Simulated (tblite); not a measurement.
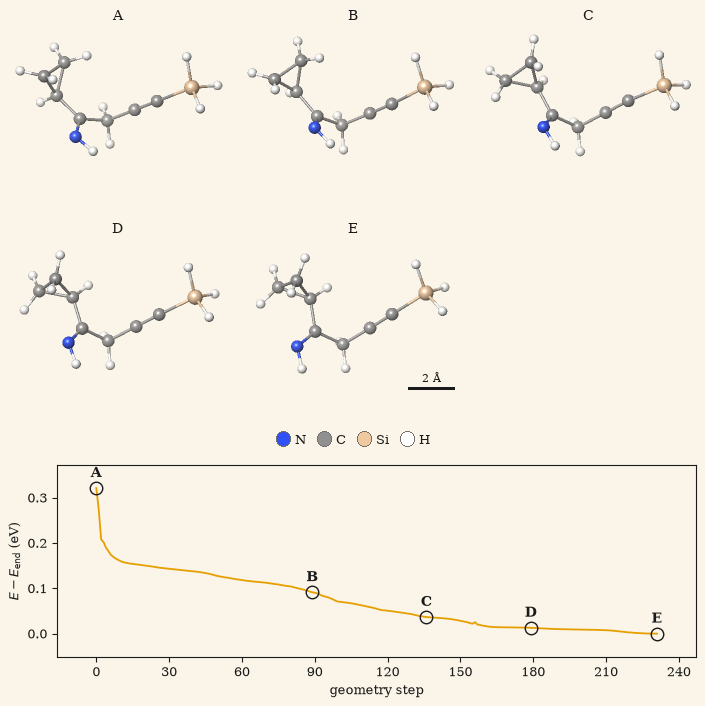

Frames of a relaxation of C₇H₁₁NSi, marked on the history of the run. The picture is a ball-and-stick view, seen at a tilt.

These are results of GFN2-xTB geometry optimisation, gas phase (tblite 0.8.0), not measurements. 

Describe the path.

The energy falls by 0.321 eV in 231 geometry steps. An H atom moves most after the best rigid fit: 2.62 Å. Largest moves by element: H 2.62 Å, C 1.29 Å, N 0.63 Å, Si 0.61 Å. Among the contacts that change: C–N 1.307 → 1.260 Å, H–Si 1.493 → 1.466 Å, C–Si 1.863 → 1.844 Å, C–C 1.507 → 1.522 Å. Bond angles that change, for instance: C–N–H 110.5° → 115.7°, C–C–C 119.0° → 114.9°, C–C–H 119.7° → 116.2°. Groups turn about C–C by about 85°, C–C by about 50°. Cost: 1.6 s on 1 thread of Arm Neoverse V2, on a shared host. From step 0 to 89: H atoms move most (0.85 Å), energy −0.230 eV. From step 89 to 136: an H atom moves most (1.08 Å), energy −0.055 eV. From step 136 to 179: an H atom moves most (0.87 Å), energy −0.024 eV. From step 179 to 231: an H atom moves most (0.53 Å), energy −0.013 eV.
